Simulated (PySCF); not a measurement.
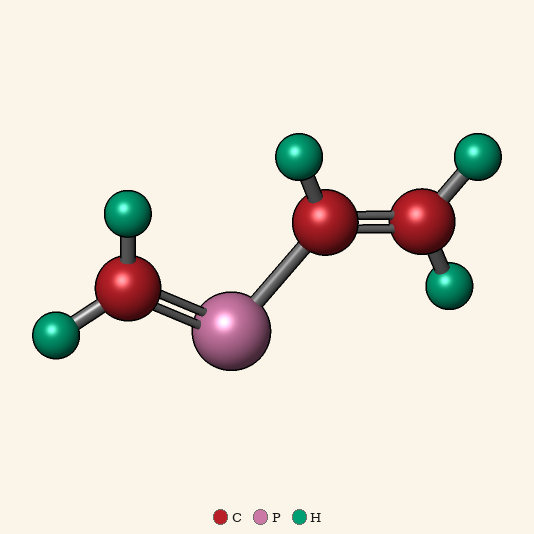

Double and triple bonds are drawn as two and three sticks.

The computed structure is the end point of a GFN2-xTB optimisation. No frequency run is at hand to confirm it as a minimum.

What does the picture show?

Formula C₃H₅P. SMILES: `C=CP=C`. It has no ring. Among its groups: alkene. This geometry has Cs symmetry. All atoms lie on one plane. Coordination: 3 C trigonal planar; 1 P bent.

More results for the same structure follow; atom numbers are the same in all pictures, views and colours differ.

**Shape**

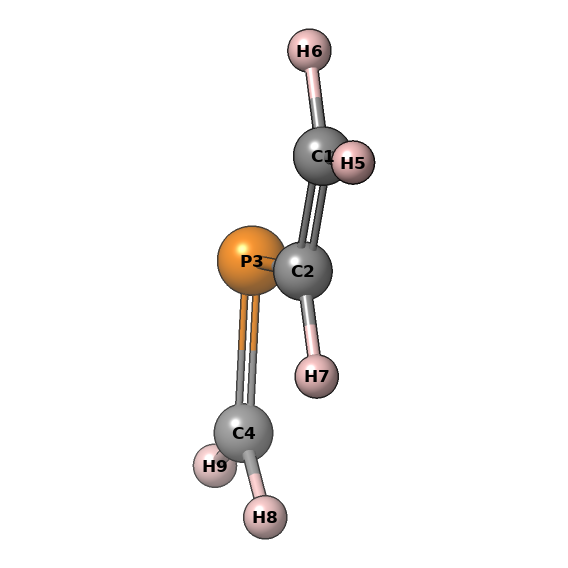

P3 lies behind C2. The molecule seen a little off the C2–P3 bond, C2 in front. Distant atoms are faded towards the background colour. No frequency run is at hand to confirm it as a minimum.

**What is the torsion angle C1–C2–P3–C4? The sign is positive where the front bond must turn clockwise to cover the back bond.**

180°, antiperiplanar (anti).

**Dipole moment**

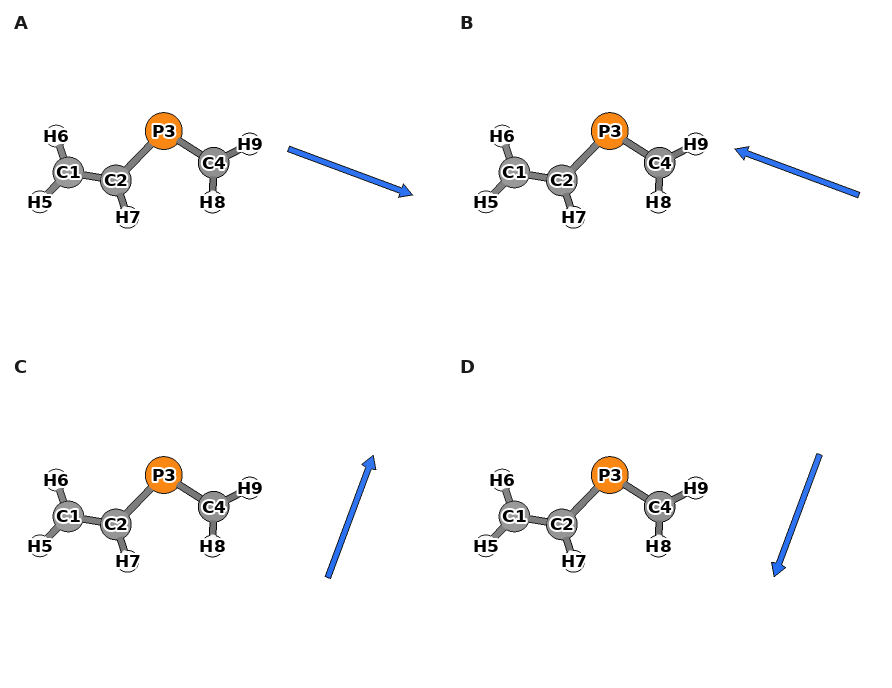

The same molecule four times, each with an arrow. No frequency run is at hand to confirm it as a minimum. Level of theory: B3LYP/def2-SVPD, gas phase (PySCF 2.14.0).

**Which arrow points along the dipole moment, from the negative to the positive end?**

D. The dipole moment is 1.10 D; it points from the side of H9 to the side of H5 (the outermost atoms at the two ends).

**Polarisability**

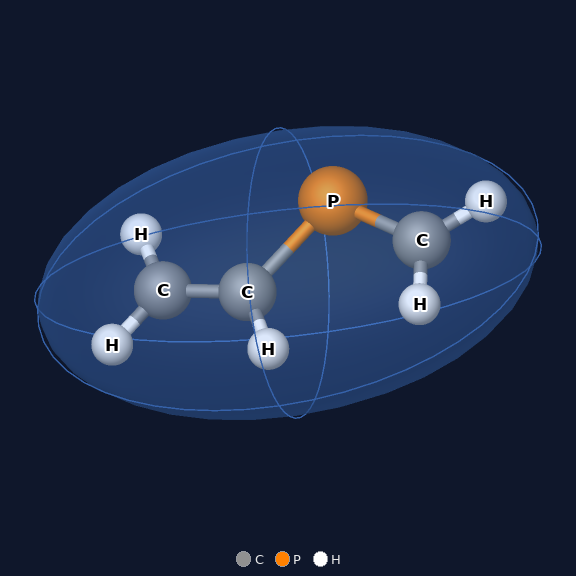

The ellipsoid shows the static dipole polarisability: its half-axes are proportional to the principal values. No frequency run is at hand to confirm it as a minimum. Level of theory: B3LYP/def2-SVPD (PySCF 2.14.0).

**Give the principal values, the mean and the anisotropy.**

Principal values 42.9, 57.5, 98.6 bohr³; mean 66.3 bohr³ (9.83 Å³); anisotropy 50.0 bohr³, so the longest axis is 2.30 times the shortest.

**Excitation**

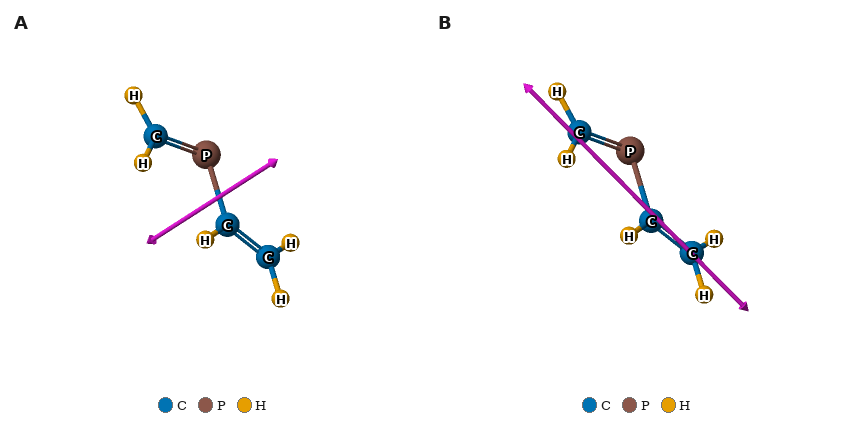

The double arrows show the directions of two transition dipoles from the ground state (lengths mean nothing). No frequency run is at hand to confirm it as a minimum. Level of theory: TDDFT B3LYP/def2-SVPD, vertical, gas phase, core orbitals frozen in the response (PySCF 2.14.0).

**One belongs to singlet state 3 and one to singlet state 5. Which is which?**

A: state 5, 6.51 eV (190 nm), oscillator strength 0.020, of mixed character, with the largest part HOMO → LUMO+2 (weight 0.37); polarised normal to the molecular plane.
B: state 3, 5.88 eV (211 nm), oscillator strength 0.030, mainly HOMO → LUMO+1 (weight 0.59).

The geometry is semi-empirical. Around P such bond lengths and angles can be off by a tenth of an ångström or more and by several degrees, and values that hang on the shape move with them.
